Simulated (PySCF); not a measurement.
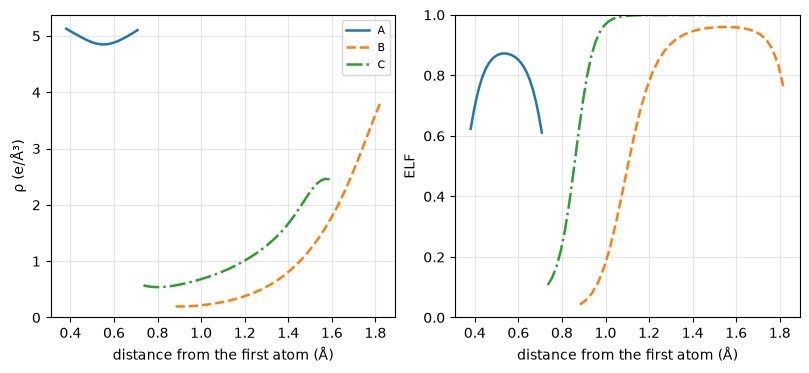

AlH$_{3}$N$_{2}$. Electron density and ELF along straight lines between neighbouring atoms. The curves leave out the atomic cores.

Geometry: PBE0-D3(BJ)/def2-TZVPD.

These are results of wB97M-D3(BJ)/def2-TZVPD, SCF density, gas phase (PySCF 2.14.0), not measurements.

```xyz
6

Al   -0.2244   -0.2443   -0.0287
H    -1.4129    0.0035   -1.0545
H     0.5513    0.9976    0.5908
H     0.3990   -1.7020    0.1005
N    -1.5658   -0.4924    1.7052
N    -2.2272   -0.6140    2.5611
```

Q: Which curve belongs to which contact (Al–H, Al–N and N–N)? The first atom named is at distance zero.

A: Curve A: N–N (1.09 Å): the density is about 4.9 e/Å³ at the midpoint; the ELF peaks at about 0.85 between the atoms; a multiple bond. Curve B: Al–N (2.21 Å): ρ is about 0.28 e/Å³ halfway, with its minimum of 0.2 e/Å³ about 0.9 Å from Al; the ELF peaks at about 0.95 in the valence shell of N, 0.7 Å from its nucleus, and is about 0.50 at the midpoint. Curve C: Al–H (1.59 Å): the density is about 0.54 e/Å³ at the midpoint; the ELF climbs to about 1 towards the hydrogen.
